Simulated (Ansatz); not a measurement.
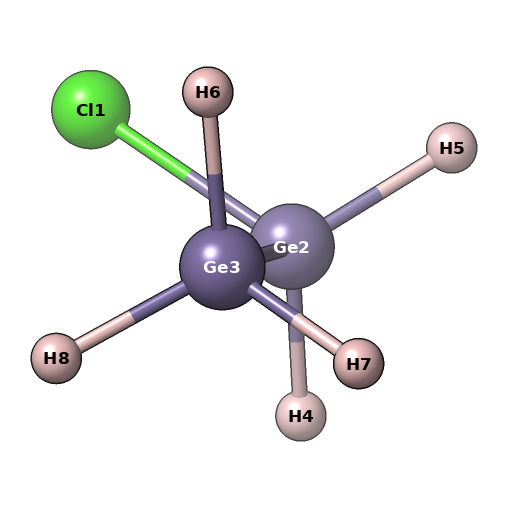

Ge2 lies behind Ge3. The molecule seen a little off the Ge3–Ge2 bond, Ge3 in front. Distant atoms are faded towards the background colour. The geometry was computed by an optimisation with PBE-D4/def2-SVP. No frequency run is at hand to confirm it as a minimum.

What is the torsion angle H6–Ge3–Ge2–Cl1? The sign is positive where the front bond must turn clockwise to cover the back bond.

Answer. −60°, synclinal (gauche). The bonds about Ge3–Ge2 are staggered.
